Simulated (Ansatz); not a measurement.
# Cl₂FHOZr···H₂: what the fields show

```
atom    x (Å)    y (Å)    z (Å)
  Zr  -0.2518  -0.3183  -0.1993
   O  -0.2941  -0.2021   1.7094
   H  -0.3290  -0.1631   2.6770
  Cl   1.9893  -0.5418  -0.9483
  Cl  -1.2631   1.6074  -1.1493
   F  -1.2441  -1.8638  -0.7391
   H   1.5697   2.6245   1.8760
   H   1.1467   1.9966   1.9914
```

Core potentials replace the inner electrons of Zr.

These are results of Ansatz, RKS BLYP-D4/def2-SVP, not measurements.

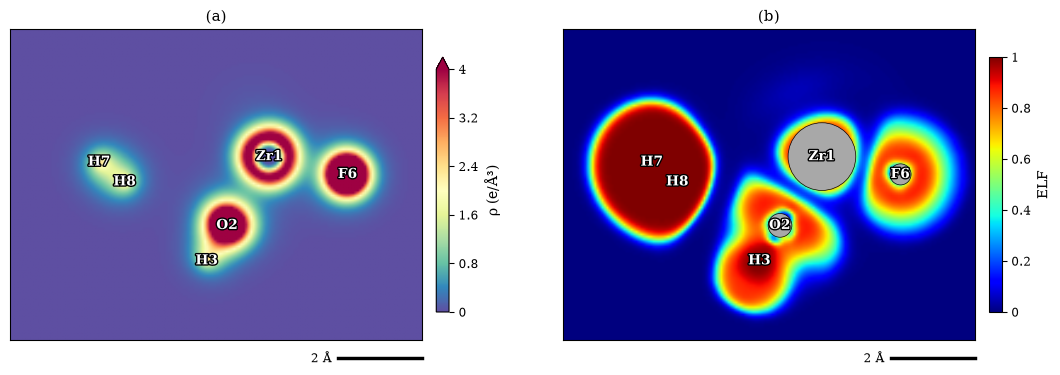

Figure 1. (a) electron density; (b) ELF on the plane of atoms O2, Zr1 and F6. Grey discs cover the atomic cores in the ELF map.

### What do the fields say about this system?

Atoms in the plane: Zr, O, H and F. Zr1···H8 (3.48 Å): the density falls to about 0.03 e/Å³ on the way; the ELF dips to about 0 between them: a weak contact between the two molecules. Zr–O (1.91 Å): ρ is about 0.9 e/Å³ halfway; the ELF peaks at about 0.85 in the valence shell of O, 0.5 Å from its nucleus, and drops to about 0.20 between the two atoms. Zr–F (1.91 Å): ρ is about 0.91 e/Å³ halfway; the ELF peaks at about 0.85 in the valence shell of F, 0.5 Å from its nucleus, and drops to about 0.20 between the two atoms. H–H (0.77 Å): the density is about 1.7 e/Å³ at the midpoint; the ELF is about 1 at the midpoint. O–H (0.97 Å): the density is about 3.6 e/Å³ at the midpoint; the ELF climbs to about 1 towards the hydrogen, as it does in any bond to H: an ordinary covalent bond to hydrogen.

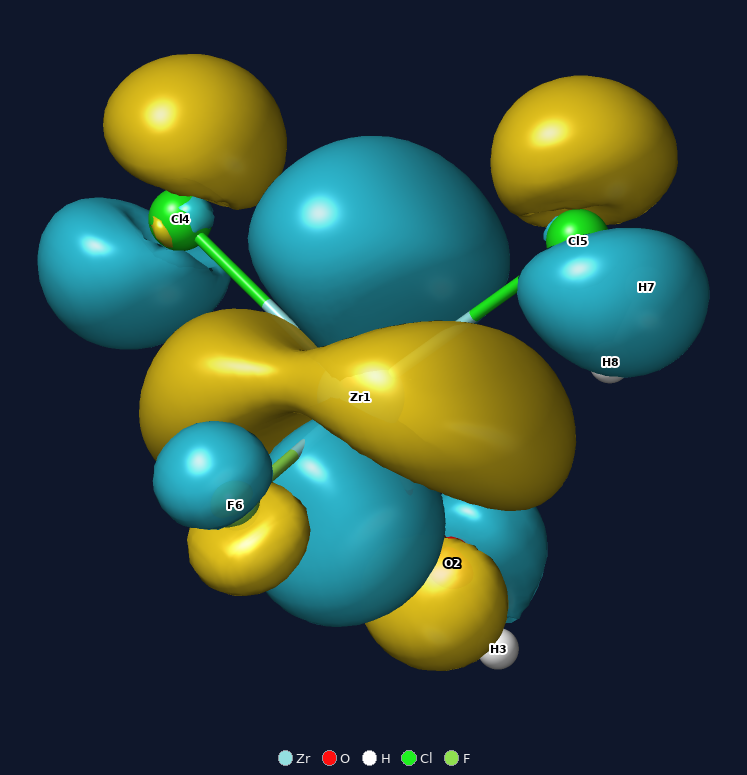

Figure 2. The LUMO at ±0.08 Å⁻³ᐟ² (yellow and cyan are the two phases), seen at an oblique angle.

### What is the character of this orbital?

It lies mainly on Zr1 (about 70 %), Cl4 (about 10 %) and Cl5 (about 10 %). Its energy is −2.33 eV.

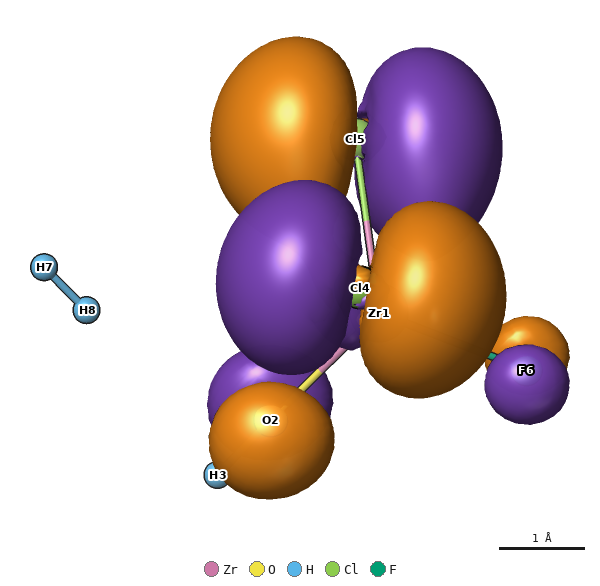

Figure 3. The HOMO−1 at ±0.08 Å⁻³ᐟ² (orange and purple are the two phases), seen at a tilt.

### Describe this orbital and give its energy.

Its weight (Hirshfeld) is mainly on Cl4 (about 40 %), Cl5 (about 40 %) and O2 (about 10 %); largely a combination of lone pairs on Cl4, Cl5 and O2. Its energy is −7.70 eV.
